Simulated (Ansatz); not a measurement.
**Ge2H7N: density, localisation and related maps**

```xyz
10

Ge    0.8460   -0.6805   -1.4305
Ge    3.1146   -0.3095   -0.5844
N    -0.1396   -1.5143   -0.0753
H    -0.2663   -0.9061    0.7309
H    -1.0659   -1.7841   -0.4013
H     0.2349    0.6654   -1.9396
H     0.8459   -1.6744   -2.6191
H     3.9612    0.4731   -1.6184
H     3.8257   -1.6499   -0.2875
H     3.0831    0.5189    0.7243
```

Geometry: B3LYP/6-31G*.

Level of theory: isolated molecule in a Gaussian basis; Kohn-Sham density functional theory, functional PBE0 in Ansatz.

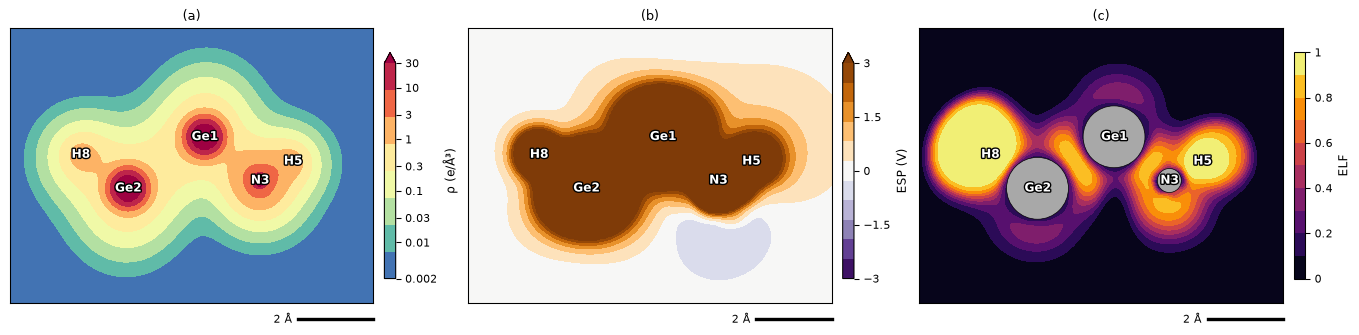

Figure 1. (a) total electron density; (b) molecular electrostatic potential; (c) ELF on the plane of atoms Ge2, Ge1 and N3. Grey discs cover the atomic cores in the ELF map.

### What do the fields say about this system?

- The plane passes through Ge, N and H nuclei.
- Ge–N (1.87 Å): the density is about 0.92 e/Å³ at the midpoint; the ELF peaks at about 0.90 in the valence shell of N, 0.7 Å from its nucleus, and is about 0.55 at the midpoint.
- Ge–Ge (2.45 Å): ρ at the midpoint is about 0.58 e/Å³; the ELF peaks at about 0.90 between the atoms; localised, covalent bonding.
- N–H (1.02 Å): ρ at the midpoint is about 2.8 e/Å³; the ELF climbs to about 1 towards the hydrogen, as it does in any bond to H: a covalent bond by its length.
- Ge–H (1.55 Å): the density is about 1 e/Å³ at the midpoint; the ELF climbs to about 1 towards the hydrogen.
- Outside the dense part of the molecule the potential is most negative (−0.8 V) near H4, which lies off the plane.

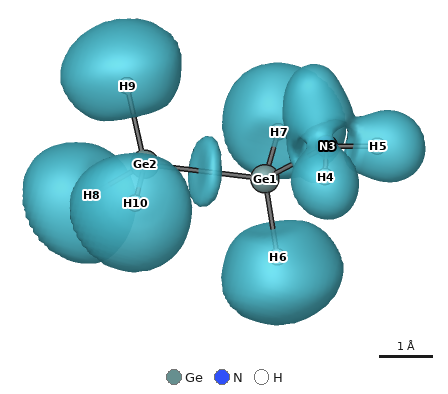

Figure 2. Isosurface of the ELF at 0.8 (cyan), seen from one side. Core shells and regions of very low density are left out.

### Identify the bonds, lone pairs and shells in this picture.

At this value the surface marks out one region between bonded Ge–Ge atoms (shared pairs), five regions around hydrogen nuclei and one joined region spread over several atoms (H, N), in which their bonds and any lone pairs are merged.

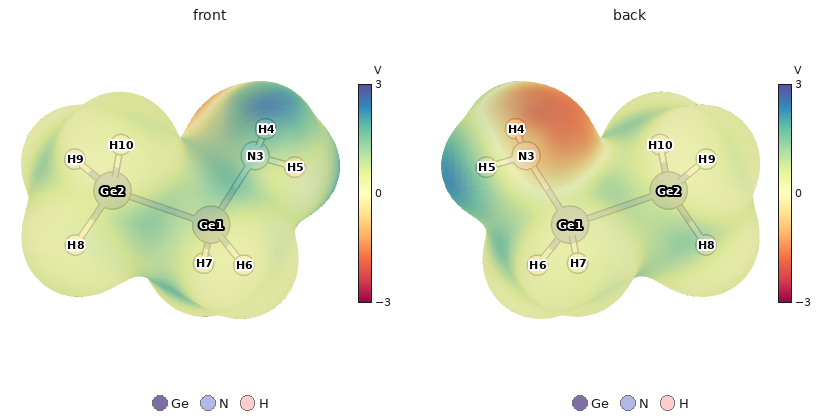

Figure 3. The electrostatic potential painted on the density surface at 0.004 e/bohr³, seen from the front and from behind; the colour scale runs from red (negative) to blue (positive).

### Where is the surface potential most negative and most positive?

The most negative region (about −1.8 V, or −42 kcal/mol for a unit charge) lies over N3, the most positive (about +2.4 V, or +55 kcal/mol for a unit charge) over H4 and H5. N3 is the likeliest acceptor of a hydrogen bond.

### What dipole moment does the calculation give?

Its dipole moment is 1.16 D.

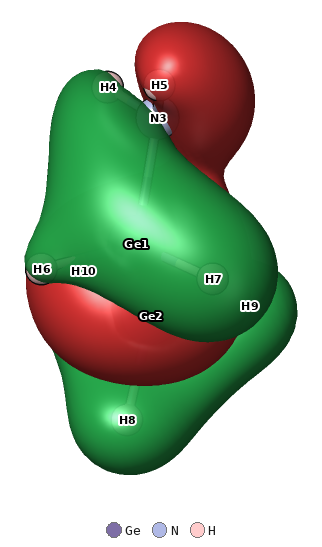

Figure 4. The HOMO−1 at ±0.06 Å⁻³ᐟ² (green and red are the two phases), seen at an oblique angle.

### Describe this orbital and give its energy.

It lies mainly on Ge1 (about 30 %), Ge2 (about 30 %), N3 (about 15 %) and H7 (about 5 %). Its energy is −8.21 eV.
